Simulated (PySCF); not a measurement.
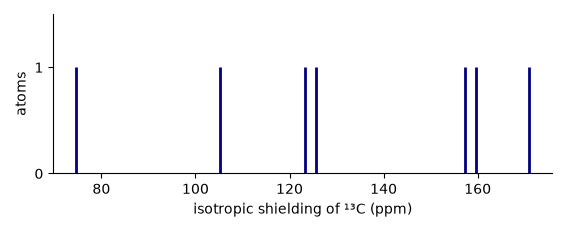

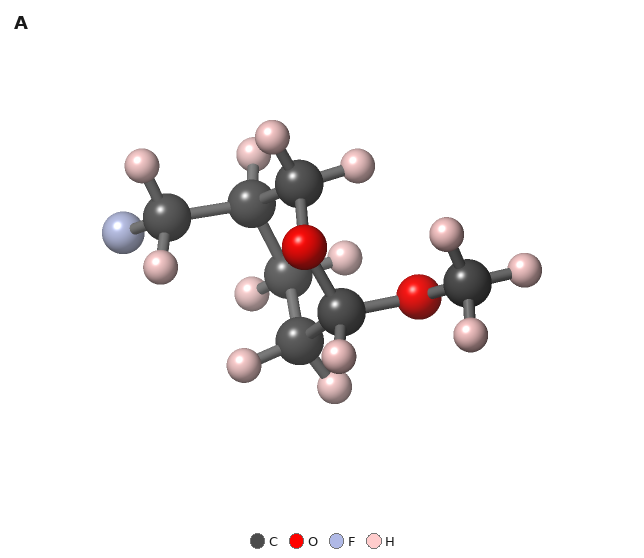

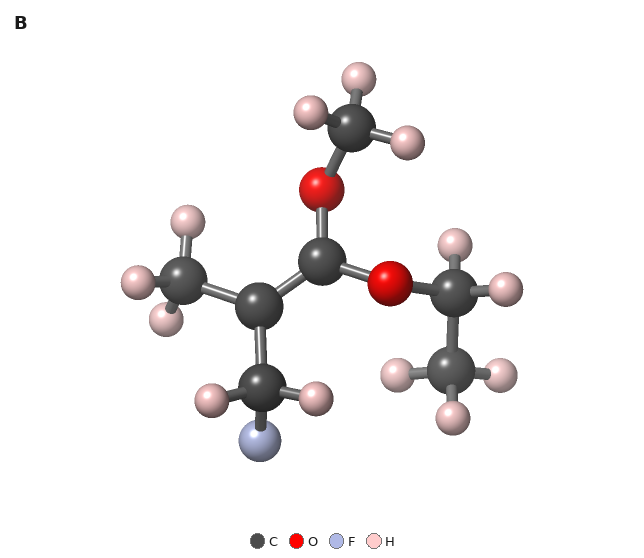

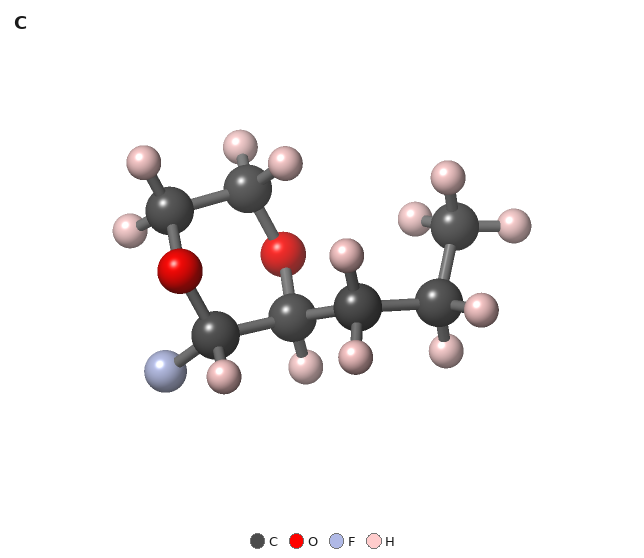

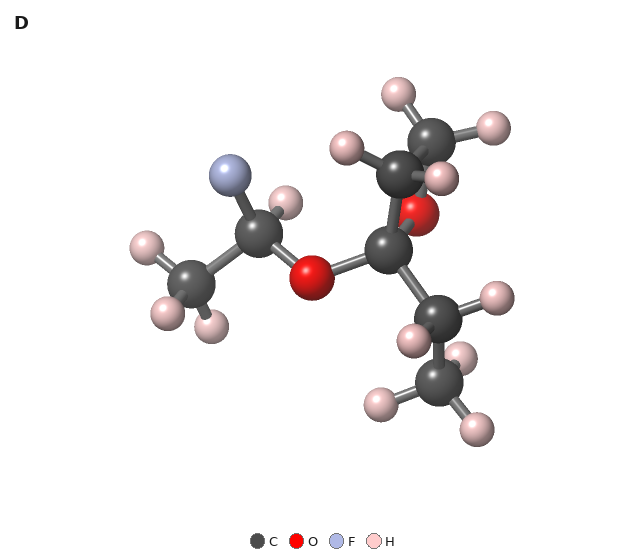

The sticks are computed shieldings of one of the molecules, for one fixed geometry (GFN2-xTB) without averaging over rotations. Low shielding means a high chemical shift. Method: GIAO PBE0/pcSseg-1 NMR shielding, non-relativistic, gas phase (PySCF 2.14.0).

### Which molecule gives this pattern?

C, `CCC[C@@H]1OCCO[C@H]1F`. Its 7 C atoms give lines at 74.6, 105.3, 123.3, 125.7, 157.3, 159.7, 171.0 ppm.
